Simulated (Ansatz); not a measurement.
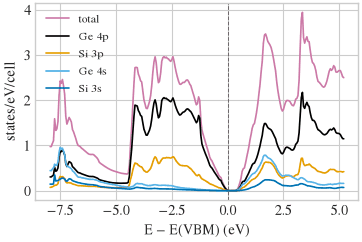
Fig. 1. Total and projected density of states of SiGe3 in space group P-4m2 (No. 115; Si on 1a, Ge on 2g, Ge on 1c), PBEsol (plane waves, PAW; program Ansatz)

Which orbitals carry the states next to the gap?

Top 1 eV of the valence band: Ge 4p 76 %, Si 3p 20 %. Bottom 1 eV of the conduction band: Ge 4p 41 %, Ge 4s 28 %, Si 3p 17 %, outside the projected shells 9 %. Projections are on Löwdin-orthogonalised atomic valence shells; empty p or d shells of many metals are not among them.

Where is the tallest occupied peak in this window, and what makes it?

Near -2.8 eV, about 3.0 states/eV per cell; the largest projected share is Ge 4p.

The start of the workflow was typed in or built on a structure type; neither database checked (COD, Materials Project) lists it. Whether it is the stable phase at ambient conditions was not checked. Symmetry was held in the PBEsol relaxation; its stability against distortions is not shown here. Scalar-relativistic: spin–orbit coupling is off unless named, which matters more the heavier the elements.

Potentials: the later of the program's two PAW sets.
